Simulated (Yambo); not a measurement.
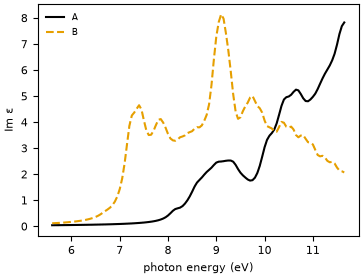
Figure. Two computed absorption spectra of AlCl₃ (space group C2/m, No. 12) (Yambo, PBEsol bands with the same scissor, field along x)

Axes are Cartesian, with cell vectors (Å) (2.97, -5.14, 0.00), (2.97, 5.14, 0.00), (-1.92, 0.00, 5.88).

Q: Which curve includes the electron-hole attraction (BSE), and where are its main peaks?

A: Curve B: the attraction moves weight to lower energy (centre of the plotted range 9.2 eV against 10.4 eV). Its peaks lie at 7.4 eV, 7.8 eV, 9.1 eV, 9.8 eV. Settings: 4×4×4 mesh, 15 valence and 8 conduction bands, static screening with 92 bands and a 3 Ry block, scissor 2.73 eV, Tamm-Dancoff. The scissor comes from a G0W0 run whose convergence isn't established. Broadening 0.15 eV. The band window holds all transitions up to 11.7 eV. Fine structure above the onset can come from the mesh.

Geometry relaxed with PBE+D3(BJ); primitive cell a = b = 5.9358 Å, c = 6.1827 Å, α = β = 98.93°, γ = 119.97°.
